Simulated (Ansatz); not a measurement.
**CH5BGeO: shape, modes and thermochemistry**

What shape does CH5BGeO take? The plan is to relax it, check the end point by its vibrations and derive ideal-gas thermochemistry, and look at its orbitals and charge.

Method: RKS PBE0-D4/def2-TZVP; program: Ansatz 0.2.0, Gaussian basis.

Levels to be run: relaxation at PBE-D4/def2-SVP; relaxation at PBE0-D4/def2-TZVP; harmonic vibrations at the same level; a single point in def2-TZVPP for the fields.

### Step 1. Starting geometry

SMILES `[BH2][GeH]1[CH2][O]1`, 9 atoms, charge 0, spin multiplicity 1.

Atoms are counted from 1 here; the program's logs count them from 0.

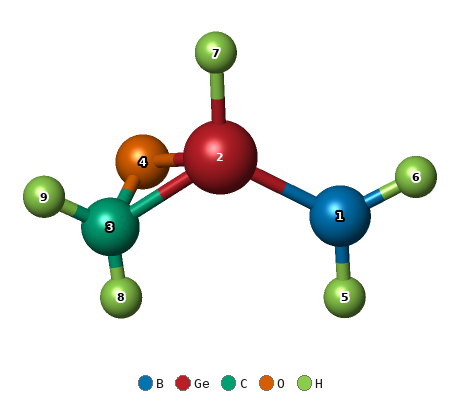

As it starts; boron blue, germanium red, carbon teal, oxygen orange, hydrogen green; atoms are numbered from 1 in the order of the file.

The start is a force-field geometry with small random shifts, so a cheaper pass at PBE-D4/def2-SVP comes first.

### Step 2. Geometry optimisation, PBE-D4/def2-SVP (cheap first pass)

File in.yaml:

```yaml
crystal:
  periodic: [false, false, false]
  atoms:
    - {symbol: B, position_ang: [-0.591100, 1.655900, -0.119400]}
    - {symbol: Ge, position_ang: [0.701700, 0.206800, 0.063300]}
    - {symbol: C, position_ang: [0.002700, -1.568200, -0.243200]}
    - {symbol: O, position_ang: [0.006900, -1.132400, 1.048400]}
    - {symbol: H, position_ang: [-1.715400, 1.463100, -0.573100]}
    - {symbol: H, position_ang: [-0.350600, 2.817600, 0.182100]}
    - {symbol: H, position_ang: [2.140300, 0.472100, 0.661300]}
    - {symbol: H, position_ang: [-0.915200, -1.618000, -0.734000]}
    - {symbol: H, position_ang: [0.809100, -2.343200, -0.302600]}
basis:
  gaussian: {orbitals: def2-SVP}
hamiltonian: {xc: pbe, dispersion: d4}
relax: {f_tol: 0.03, max_steps: 200}
```

Command:

```sh
$ ansatz run in.yaml --threads 2 --pin off --events-out ev --progress --plain --max-ram 4352MiB
```

The program printed (excerpt; [...] marks lines left out):

```text
Functional definition: PBE
  name "PBE"
  cite "Perdew, Burke & Ernzerhof, Phys. Rev. Lett. 77, 3865 (1996) doi:10.1103/PhysRevLett.77.3865"
  parent pbe
[...]
1096 factors; their error is unknown
[...]
mean field -60333.82772701 eV, -2217.2272732304 hartree, gradient 4.1e-5 eV, S^2 0.000000; 0 other end points of the search recorded, 0 dependent functions left out
[...]
reference -60333.82776050 eV, -2217.2272744610 hartree; 28, 28 occupied and 71, 71 virtual orbitals, 1096 factors
relax step   1: F+E_penalty+E_count = -60333.98791944 eV  Δ(F+E_penalty+E_count) = +0.000e0 eV  max|allowed force component| = 3.526e0 eV/Å  Δτ_max = 0.0000 Å  (27 SCF iters, accepted)
[...]
relax step   3: F+E_penalty+E_count = -60334.53537260 eV  Δ(F+E_penalty+E_count) = -7.439e-2 eV  max|allowed force component| = 5.509e-1 eV/Å  Δτ_max = 0.1694 Å  (29 SCF iters, accepted)
[...]
relax step   5: F+E_penalty+E_count = -60334.58261017 eV  Δ(F+E_penalty+E_count) = -3.384e-2 eV  max|allowed force component| = 5.243e-1 eV/Å  Δτ_max = 0.2000 Å  (30 SCF iters, accepted)
[...]
relax step   7: F+E_penalty+E_count = -60334.58591452 eV  Δ(F+E_penalty+E_count) = -3.304e-3 eV  max|allowed force component| = 6.333e-1 eV/Å  Δτ_max = 0.0877 Å  (30 SCF iters, accepted)
[...]
relax step   9: F+E_penalty+E_count = -60334.59785898 eV  Δ(F+E_penalty+E_count) = -5.169e-3 eV  max|allowed force component| = 3.106e-2 eV/Å  Δτ_max = 0.0488 Å  (29 SCF iters, accepted)
[...]
relax step  10: F+E_penalty+E_count = -60334.59816535 eV  Δ(F+E_penalty+E_count) = -3.064e-4 eV  max|allowed force component| = 2.092e-2 eV/Å  Δτ_max = 0.0161 Å  (30 SCF iters, accepted)
1096 factors; their error is unknown
[...]
mean field -60334.43992054 eV, -2217.2497709275 hartree, gradient 1.9e-5 eV, S^2 0.000000; 1 other end points of the search recorded, 0 dependent functions left out
[...]
reference -60334.43995390 eV, -2217.2497721536 hartree; 28, 28 occupied and 71, 71 virtual orbitals, 1096 factors
Total energy: -60334.59819872 eV, -2217.2555875434 hartree
Atom 0 at    -0.632841     1.740051    -0.093983 Å, force    -0.000750     0.008308     0.019891 eV/Å
Atom 1 at     0.656202     0.292470     0.338209 Å, force    -0.020768    -0.020918    -0.013499 eV/Å
Atom 2 at     0.065181    -1.532102    -0.231112 Å, force    -0.002693     0.007008     0.000720 eV/Å
Atom 3 at    -0.172008    -1.250678     1.095154 Å, force     0.011980     0.006444    -0.011498 eV/Å
Atom 4 at    -1.804809     1.428012    -0.114672 Å, force     0.002881     0.003631    -0.007757 eV/Å
Atom 5 at    -0.256567     2.851391    -0.402474 Å, force     0.003128    -0.014423    -0.003003 eV/Å
Atom 6 at     2.136419     0.259784     0.771059 Å, force    -0.000064     0.003727     0.002473 eV/Å
Atom 7 at    -0.814260    -1.621044    -0.905338 Å, force     0.009732     0.002613     0.008233 eV/Å
Atom 8 at     0.911084    -2.214184    -0.474043 Å, force    -0.003446     0.003611     0.004440 eV/Å
Dipole moment:     0.189954     0.072832    -0.266356 e Å
```

Wall time 21 s (2 threads of Arm Neoverse V1, shared host).

Step by step: (the energy doesn't fall at every step)

```tsv
step	energy from step 1 (eV)	largest force component (eV/Å)
1	0.0000	3.5259
2	-0.4731	0.7467
3	-0.5475	0.5509
4	-0.5609	0.5954
5	-0.5947	0.5243
6	-0.5908	0.3128
7	-0.5980	0.6333
8	-0.6048	0.1144
9	-0.6099	0.0311
10	-0.6102	0.0209
```

Close pairs (by a distance rule), those that changed most:

```tsv
bond	before (Å)	after (Å)	change (Å)
Ge2–O4	1.802	1.908	+0.106
C3–H8	1.042	1.112	+0.070
Ge2–C3	1.932	2.001	+0.068
Ge2–H7	1.580	1.543	-0.038
B1–Ge2	1.951	1.986	+0.035
B1–H5	1.228	1.213	-0.015
C3–O4	1.363	1.376	+0.013
B1–H6	1.224	1.213	-0.011
```

### Step 3. Relaxation at PBE0-D4/def2-TZVP

File in.yaml:

```yaml
crystal:
  periodic: [false, false, false]
  atoms:
    - {symbol: B, position_ang: [-0.632841, 1.740051, -0.093983]}
    - {symbol: Ge, position_ang: [0.656202, 0.292470, 0.338209]}
    - {symbol: C, position_ang: [0.065181, -1.532102, -0.231112]}
    - {symbol: O, position_ang: [-0.172008, -1.250678, 1.095154]}
    - {symbol: H, position_ang: [-1.804809, 1.428012, -0.114672]}
    - {symbol: H, position_ang: [-0.256567, 2.851391, -0.402474]}
    - {symbol: H, position_ang: [2.136419, 0.259784, 0.771059]}
    - {symbol: H, position_ang: [-0.814260, -1.621044, -0.905338]}
    - {symbol: H, position_ang: [0.911084, -2.214184, -0.474043]}
basis:
  gaussian: {orbitals: def2-TZVP}
hamiltonian: {xc: pbe0, dispersion: d4}
relax: {f_tol: 0.005, max_steps: 150}
```

Same command.

The program printed (excerpt; [...] marks lines left out):

```text
Functional definition: PBE0
  name "PBE0"
  cite "Adamo & Barone, J. Chem. Phys. 110, 6158 (1999) doi:10.1063/1.478522"
  cite "Perdew, Burke & Ernzerhof, Phys. Rev. Lett. 77, 3865 (1996) doi:10.1103/PhysRevLett.77.3865"
  parent pbe
[...]
1121 factors; their error is unknown
[...]
mean field -60347.68028310 eV, -2217.7363452770 hartree, gradient 2.4e-5 eV, S^2 0.000000; 0 other end points of the search recorded, 0 dependent functions left out
[...]
reference -60347.68031631 eV, -2217.7363464975 hartree; 28, 28 occupied and 143, 143 virtual orbitals, 1121 factors
relax step   1: F+E_penalty+E_count = -60347.81351257 eV  Δ(F+E_penalty+E_count) = +0.000e0 eV  max|allowed force component| = 9.553e-1 eV/Å  Δτ_max = 0.0000 Å  (29 SCF iters, accepted)
[...]
Total energy: -60347.87872460 eV, -2217.7436378677 hartree
Atom 0 at    -0.634436     1.749968    -0.085648 Å, force     0.000537     0.000596    -0.000936 eV/Å
Atom 1 at     0.638202     0.246893     0.267830 Å, force    -0.000685    -0.000880     0.000094 eV/Å
Atom 2 at     0.090428    -1.548280    -0.252112 Å, force    -0.001303     0.000310     0.003220 eV/Å
Atom 3 at    -0.172730    -1.226011     1.067998 Å, force     0.000774    -0.000445    -0.002329 eV/Å
Atom 4 at    -1.799308     1.498952    -0.089240 Å, force    -0.000355    -0.000176     0.000175 eV/Å
Atom 5 at    -0.242896     2.843279    -0.355123 Å, force    -0.000322     0.000172     0.000376 eV/Å
Atom 6 at     2.084107     0.316070     0.759819 Å, force     0.000501    -0.000005    -0.000037 eV/Å
Atom 7 at    -0.775232    -1.667730    -0.904465 Å, force     0.002522    -0.000179     0.000283 eV/Å
Atom 8 at     0.900265    -2.259440    -0.426259 Å, force    -0.001669     0.000608    -0.000845 eV/Å
Dipole moment:     0.152836     0.187964    -0.295216 e Å
```

Wall time 62 s (2 threads of Arm Neoverse V1, shared host); peak memory 0.39 GiB.

Step by step: (the energy doesn't fall at every step)

```tsv
step	energy from step 1 (eV)	largest force component (eV/Å)
1	0.0000	0.9553
2	-0.0487	0.6107
3	-0.0590	0.2252
4	-0.0375	1.2434
5	-0.0633	0.0475
6	-0.0643	0.0396
7	-0.0648	0.0225
8	-0.0647	0.0460
9	-0.0651	0.0067
10	-0.0652	0.0110
11	-0.0651	0.0275
12	-0.0652	0.0032
```

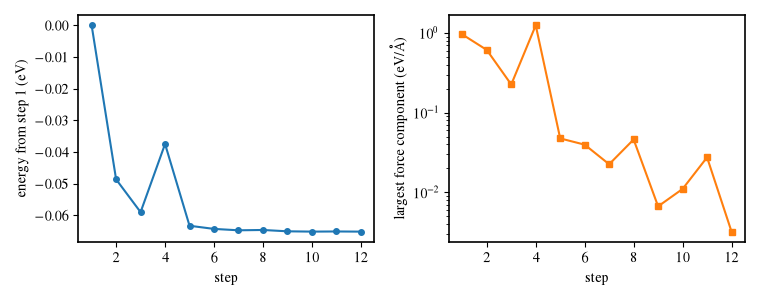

Energy and force, step by step.

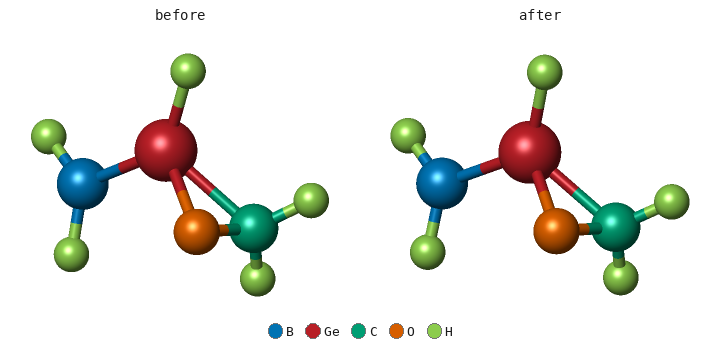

The geometry before (left) and after (right).

Close pairs (by a distance rule), those that changed most:

```tsv
bond	before (Å)	after (Å)	change (Å)
Ge2–C3	2.001	1.948	-0.053
Ge2–O4	1.908	1.862	-0.046
C3–H9	1.113	1.092	-0.022
B1–H5	1.213	1.192	-0.021
C3–H8	1.112	1.091	-0.021
B1–H6	1.213	1.192	-0.021
B1–Ge2	1.986	2.001	+0.015
Ge2–H7	1.543	1.529	-0.014
```

Mulliken charges of the relaxed molecule (report file):

```tsv
atom	value (e)
B1	-0.10
Ge2	0.22
C3	-0.11
O4	-0.39
H5	0.05
H6	0.05
H7	0.04
H8	0.12
H9	0.12
```

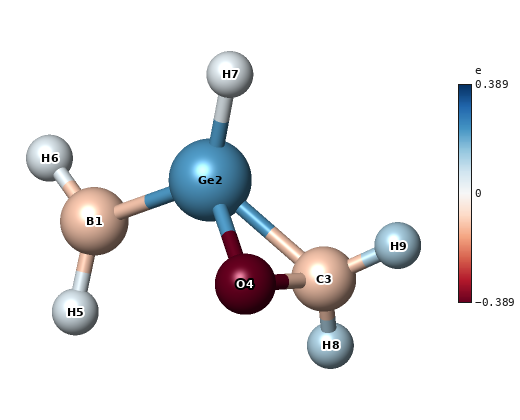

Mulliken charges of the relaxed molecule (report file), as colours on the atoms.

### Step 4. Harmonic vibrations

File in.yaml:

```yaml
crystal:
  periodic: [false, false, false]
  atoms:
    - {symbol: B, position_ang: [-0.634436, 1.749968, -0.085648]}
    - {symbol: Ge, position_ang: [0.638202, 0.246893, 0.267830]}
    - {symbol: C, position_ang: [0.090428, -1.548280, -0.252112]}
    - {symbol: O, position_ang: [-0.172730, -1.226011, 1.067998]}
    - {symbol: H, position_ang: [-1.799308, 1.498952, -0.089240]}
    - {symbol: H, position_ang: [-0.242896, 2.843279, -0.355123]}
    - {symbol: H, position_ang: [2.084107, 0.316070, 0.759819]}
    - {symbol: H, position_ang: [-0.775232, -1.667730, -0.904465]}
    - {symbol: H, position_ang: [0.900265, -2.259440, -0.426259]}
basis:
  gaussian: {orbitals: def2-TZVP}
hamiltonian: {xc: pbe0, dispersion: d4}
phonons: {temperatures: {t_min: 298.15, t_max: 900, t_step: 200}}
```

Same command.

The program printed (excerpt; [...] marks lines left out):

```text
Functional definition: PBE0
  name "PBE0"
  cite "Adamo & Barone, J. Chem. Phys. 110, 6158 (1999) doi:10.1063/1.478522"
  cite "Perdew, Burke & Ernzerhof, Phys. Rev. Lett. 77, 3865 (1996) doi:10.1103/PhysRevLett.77.3865"
  parent pbe
[...]
1121 factors; their error is unknown
[...]
mean field -60347.74568257 eV, -2217.7387486633 hartree, gradient 2.1e-5 eV, S^2 0.000000; 0 other end points of the search recorded, 0 dependent functions left out
[...]
reference -60347.74571556 eV, -2217.7387498758 hartree; 28, 28 occupied and 143, 143 virtual orbitals, 1121 factors
[...]
1121 factors; their error is unknown
mean field -60347.74556568 eV, -2217.7387443676 hartree, gradient 2.8e-6 eV, S^2 0.000000; 0 other end points of the search recorded, 0 dependent functions left out
[...]
reference -60347.74559866 eV, -2217.7387455798 hartree; 28, 28 occupied and 143, 143 virtual orbitals, 1121 factors
[...]
Atom 1 at     0.638202     0.246893     0.267830 Å, force    -0.000692    -0.000841     0.000157 eV/Å
Atom 2 at     0.090428    -1.548280    -0.252112 Å, force    -0.001286     0.000246     0.003132 eV/Å
Atom 3 at    -0.172730    -1.226011     1.067998 Å, force     0.000788    -0.000486    -0.002246 eV/Å
Atom 4 at    -1.799308     1.498952    -0.089240 Å, force    -0.000367    -0.000147     0.000176 eV/Å
Atom 5 at    -0.242896     2.843279    -0.355123 Å, force    -0.000338     0.000173     0.000369 eV/Å
Atom 6 at     2.084107     0.316070     0.759819 Å, force     0.000497     0.000005    -0.000036 eV/Å
Atom 7 at    -0.775232    -1.667730    -0.904465 Å, force     0.002516    -0.000145     0.000301 eV/Å
Atom 8 at     0.900265    -2.259440    -0.426259 Å, force    -0.001679     0.000600    -0.000867 eV/Å
Dipole moment:     0.152836     0.187963    -0.295216 e Å
Vibrations: 126.96 152.30 289.38 482.47 496.49 594.17 608.85 621.86 731.25 776.48 883.97 1037.79 1138.38 1150.49 1152.47 1486.57 2181.40 2609.37 2714.16 3061.42 3151.26 cm⁻¹, zero-point energy 1.577543 eV
```

It took 3 min on 2 threads of Arm Neoverse V1, shared host; peak memory 0.43 GiB.

Motions are named by where the mode's potential energy lies. The modes, unscaled (a negative number is an imaginary wavenumber):

```tsv
mode	cm⁻¹	motion
1	127	bend with torsion
2	152	bend
3	289	torsion
4	482	Ge–O stretch with bend
5	496	bend with torsion
6	594	Ge–B stretch with bend
7	609	bend with Ge–B stretch
8	622	bend
9	731	bend
10	776	bend
11	884	torsion with out-of-plane bend
12	1038	bend
13	1138	C–O stretch with bend
14	1150	bend
15	1152	bend
16	1487	bend
17	2181	Ge–H stretch
18	2609	B–H stretch
19	2714	B–H stretch
20	3061	C–H stretch
21	3151	C–H stretch
```

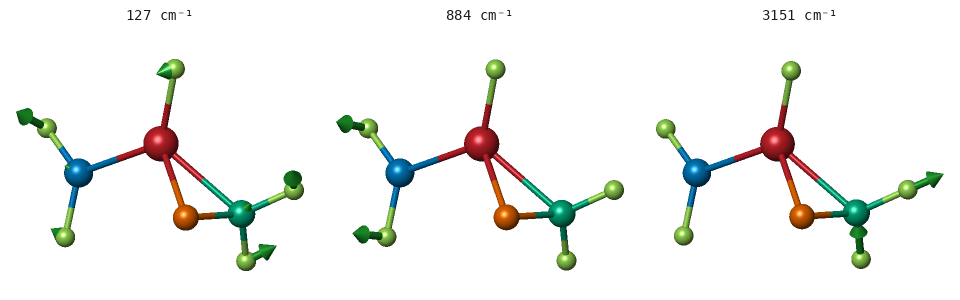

Displacements of 3 modes, as arrows.

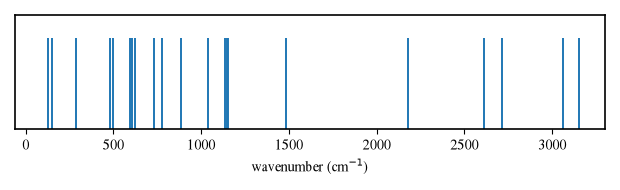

The harmonic wavenumbers as sticks (no intensities were computed).

Ideal gas, rigid rotor and harmonic oscillator at 298.15 K and 1 bar, with symmetry number 1:

```tsv
term	value
zero-point energy	36.4 kcal/mol
H(298) − E	40.7 kcal/mol
entropy, translation	168.2 J/(mol K)
entropy, rotation	105.3 J/(mol K)
entropy, vibration	44.7 J/(mol K)
entropy, total	318.2 J/(mol K)
```

### Step 5. Fields at the relaxed geometry

in.yaml: that of step 4 with these lines changed.

```diff
@@ -13,4 +13,4 @@
 basis:
-  gaussian: {orbitals: def2-TZVP}
+  gaussian: {orbitals: def2-TZVPP}
 hamiltonian: {xc: pbe0, dispersion: d4}
-phonons: {temperatures: {t_min: 298.15, t_max: 900, t_step: 200}}
+output: {orbitals: {seedname: orbitals}}
```

The command is unchanged.

The program printed:

```text
Functional definition: PBE0
  name "PBE0"
  cite "Adamo & Barone, J. Chem. Phys. 110, 6158 (1999) doi:10.1063/1.478522"
  cite "Perdew, Burke & Ernzerhof, Phys. Rev. Lett. 77, 3865 (1996) doi:10.1103/PhysRevLett.77.3865"
  parent pbe
  parameter a = 0.25
  parameter kappa = 0.804
  parameter beta = 0.06672455060314922
  exchange = (1 - a)*pbe_x(kappa = kappa, mu = beta*pi^2/3) + a*exact_x
  correlation = pbe_c(beta = beta)
1196 factors; their error is unknown
mean field evaluation 1: about -60339.8725 eV, gradient 6.0e1 eV
mean field evaluation 2: about -60259.2997 eV, gradient 1.7e2 eV
mean field evaluation 4: about -60347.3197 eV, gradient 9.5e0 eV
mean field evaluation 8: about -60347.5152 eV, gradient 1.8e-1 eV
mean field evaluation 16: about -60347.7819 eV, gradient 3.4e-4 eV
mean field -60347.78185011 eV, -2217.7400777957 hartree, gradient 1.4e-5 eV, S^2 0.000000; 0 other end points of the search recorded, 0 dependent functions left out
reference -60347.78188338 eV, -2217.7400790184 hartree; 28, 28 occupied and 183, 183 virtual orbitals, 1196 factors
Total energy: -60347.91489010 eV, -2217.7449669254 hartree
```

Run time: 4.2 s. Hardware: 2 threads of Arm Neoverse V1, shared host; peak memory 0.46 GiB.

The fields below are evaluated on a grid from the run's orbitals.

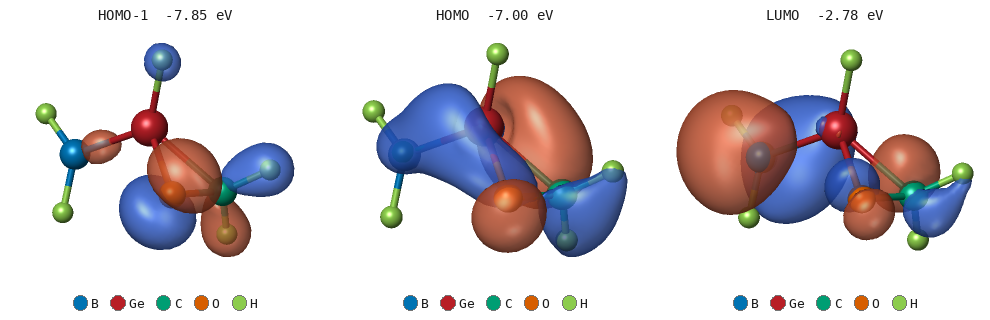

Frontier orbitals at PBE0-D4/def2-TZVPP; each surface holds 70 % of the orbital's density, blue and red mark the sign.

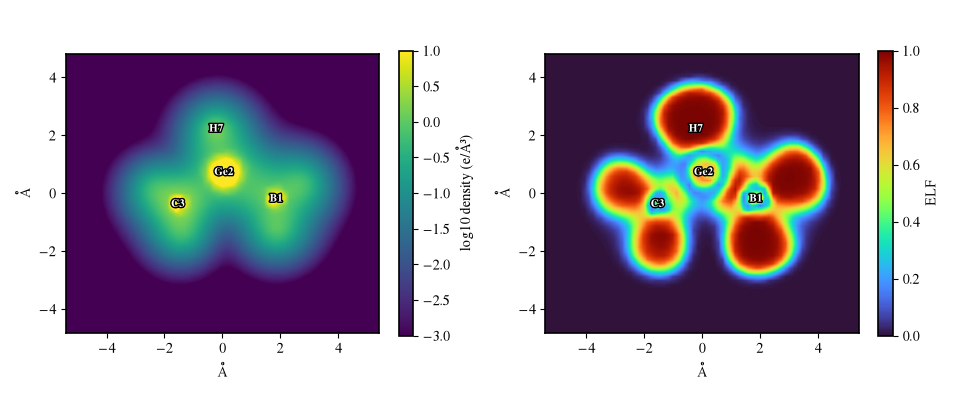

Density (left) and ELF (right) in a plane through or near 4 of the atoms.

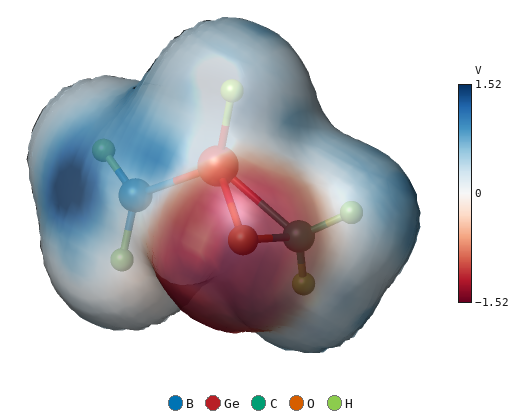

The potential that a unit positive charge feels on the 0.002 e/bohr³ surface, from the 1st to the 99th percentile, from -1.49 V near O4 to 1.52 V near B1.

### Step 6. Outcome

| quantity | value |
| --- | --- |
| point group | C1 |
| steps | 10 + 12 |
| shift from the start (rms) | 0.293 Å |
| total energy | -60347.8787 eV |
| dispersion term | -133 meV |
| dipole moment | 1.83 D |
| lowest, highest wavenumber | 127, 3151 cm⁻¹ |
| zero-point energy | 36.4 kcal/mol |
| entropy at 298.15 K | 318.2 J/(mol K) |
| HOMO, LUMO | -7.00, -2.78 eV |

**Reading.** The atoms moved 0.29 Å (rms) from the start; the bond that changed most is Ge2–O4, from 1.802 to 1.862 Å. All wavenumbers are real, so the end point is a minimum. The stiffest mode, 3151 cm⁻¹, is a C–H stretch, and 2 modes under 200 cm⁻¹ make the vibrational entropy uncertain. Harmonic hybrid wavenumbers usually lie a few per cent above measured fundamentals. The largest Mulliken charge, -0.39 e, sits on O4. The HOMO lies mostly on Ge2 29 %; O4 25 % and the LUMO on B1 48 %; H5, H6 about 11 % each.
